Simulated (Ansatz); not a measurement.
Input file:

```
crystal:
  periodic: [false, false, false]
  atoms:
    - {symbol: C, position_ang: [0.172400, -1.639501, -0.091612]}
    - {symbol: C, position_ang: [0.548012, -0.209412, 0.106157]}
    - {symbol: O, position_ang: [1.653395, 0.234974, 0.136546]}
    - {symbol: O, position_ang: [-0.567289, 0.568849, 0.293714]}
    - {symbol: B, position_ang: [-0.570567, 1.913076, 0.048646]}
    - {symbol: F, position_ang: [-1.646122, 2.562636, 0.445447]}
    - {symbol: H, position_ang: [-0.475152, -1.732948, -0.966025]}
    - {symbol: H, position_ang: [-0.402062, -1.986073, 0.770018]}
    - {symbol: H, position_ang: [1.067046, -2.243614, -0.216861]}
    - {symbol: H, position_ang: [0.303339, 2.480914, -0.523128]}
basis:
  gaussian: {orbitals: def2-TZVPP}
hamiltonian: {xc: pbe0, dispersion: d4}
output: {orbitals: {seedname: orbitals}}
```

Launched as:

```sh
ansatz run in.yaml --threads 4 --pin off --events-out ev --progress --plain --max-ram 10444MiB
```

Geometry: PBE0-D4/def2-TZVP.

Computed with RKS PBE0-D4/def2-TZVPP in Ansatz.

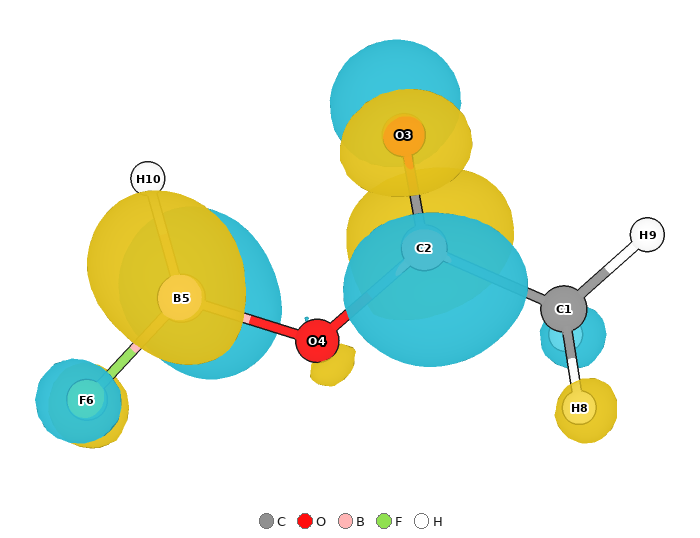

C₂H₄BFO₂. The LUMO at ±0.15 Å⁻³ᐟ² (yellow and cyan are the two phases), seen at a tilt.

What is the character of this orbital?

By Hirshfeld shares it lies mainly on B5 (about 30 %), C2 (about 25 %), O3 (about 20 %) and O4 (about 5 %). Its energy is −0.82 eV.
